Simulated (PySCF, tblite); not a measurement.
# C₇H₁₅PSi: geometry, infrared bands and NMR shifts

Wanted: the infrared bands and NMR shifts of C₇H₁₅PSi (`C=C/P=C(/[SiH3])C(C)(C)C`), by calculation.

Computed with tblite 0.8.0 and PySCF 2.14.0, with density-fitted response routines of our own, on a single molecule in the gas phase. Atoms are numbered from 0 throughout.

## 1. The starting structure

24 atoms, charge 0, multiplicity 1; geometry from: force field or distance geometry start.

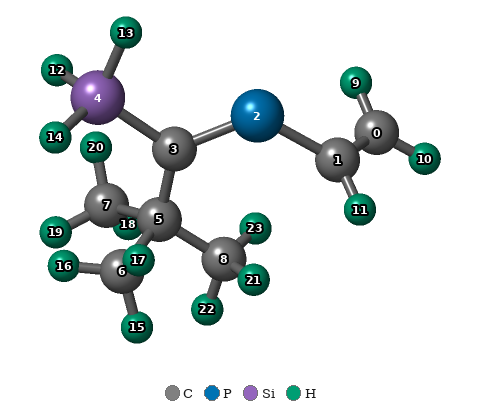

The starting geometry (carbon grey, phosphorus blue, silicon purple, hydrogen teal), atoms numbered.

## 2. Optimising the geometry with GFN2-xTB

The job: settings as JSON, then the geometry in Å.

```
{"job": {"kind": "relax", "xc": "GFN2-xTB", "basis": "xTB"}, "charge": 0, "multiplicity": 1}
C      3.619800    -0.737000    -0.707600
C      2.725800    -0.459800     0.274500
P      1.694500     1.017900     0.219800
C      0.036600     0.994700    -0.005100
Si    -0.880600     2.591100    -0.035200
C     -0.746200    -0.265700    -0.154900
C     -1.795400    -0.406900     0.949000
C     -1.510800    -0.164700    -1.458900
C      0.054000    -1.529400    -0.099700
H      3.661000    -0.021400    -1.543100
H      4.238900    -1.620200    -0.680400
H      2.714800    -1.198300     1.087800
H     -1.339900     2.816200    -1.391500
H      0.081500     3.697800     0.241600
H     -1.927800     2.676900     0.978400
H     -1.967600    -1.503800     1.113800
H     -2.739600     0.051800     0.654100
H     -1.450800     0.090400     1.865900
H     -1.264100    -1.015700    -2.140200
H     -2.585100    -0.115900    -1.199800
H     -1.245800     0.784700    -1.941200
H      0.382100    -1.676800     0.948700
H     -0.604600    -2.415500    -0.285000
H      0.837800    -1.570800    -0.850100
```

Started as:

```console
$ OMP_NUM_THREADS=1 python probes_run.py task.json out
```

One launch serves the whole session: the jobs run in the order shown.

**Question.** This job is followed by: GFN2-xTB harmonic vibrations, gas phase; GIAO PBE0/pcSseg-1 NMR shielding, non-relativistic, gas phase. What will the session give for the following? strongest single infrared mode (GFN2-xTB); zero-point energy (GFN2-xTB); ¹³C shifts against TMS (PBE0/pcSseg-1, means over atoms taken as alike); ¹H shifts against TMS (PBE0/pcSseg-1, means over atoms taken as alike); ³¹P shifts against H3PO4 (PBE0/pcSseg-1); ²⁹Si shifts against TMS (PBE0/pcSseg-1).

The runs gave:

| quantity | value |
| --- | --- |
| strongest single infrared mode (GFN2-xTB) | 2194 cm⁻¹, 360 km/mol |
| zero-point energy (GFN2-xTB) | 121.1 kcal/mol |
| ¹³C shifts against TMS (PBE0/pcSseg-1, means over atoms taken as alike) | 231.5, 159.3, 130.7, 45.8, 34.5 ppm |
| ¹H shifts against TMS (PBE0/pcSseg-1, means over atoms taken as alike) | 7.27, 6.08, 5.60, 4.56, 1.43 ppm |
| ³¹P shifts against H3PO4 (PBE0/pcSseg-1) | 344.7 ppm |
| ²⁹Si shifts against TMS (PBE0/pcSseg-1) | -73.4 ppm |

**Reading.** Relaxing lowered the energy by 1.030 eV in 242 steps; the close pair that moved most is C3–Si4, from 1.841 to 1.897 Å. No mode is imaginary among the 66: a minimum at this level. The strongest single mode, at 2194 cm⁻¹, moves mainly H12. GFN2-xTB is a fitted tight-binding method: band positions and strengths are rough. Its intensities can rank the bands wrongly. The most deshielded hydrogen is H11 (hydrogen on an alkene CH), at 7.27 ppm: attached to an sp2 carbon and in the plane of the double bond. At PBE0/pcSseg-1: Shielding is most anisotropic at P2 (span 703 ppm, paramagnetic term -996 ppm).
